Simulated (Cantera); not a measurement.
Input: 1 mol FeS2, 0.51 mol H2, equilibrated at 9.80 mbar.

Method: chemical equilibrium by Gibbs-energy minimisation in Cantera with the NASA 1993 tables (ideal gas, pure condensed phases). Candidate condensed phases: Fe, FeS, FeS2, S; 8 gas species. FeS: taken at fixed stoichiometry. Gases not in the tables: S3 to S7. Kinetics and transport are ignored.

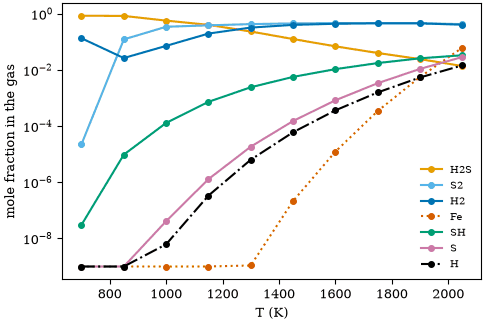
Fig. 1. Equilibrium gas composition (values under 1e-9 drawn at 1e-9)

From 700 K to 850 K the condensed part is FeS(s) + FeS2(s). From 1000 K to 1450 K the condensed part is FeS(s). From 1600 K to 2050 K the condensed part is FeS(l).
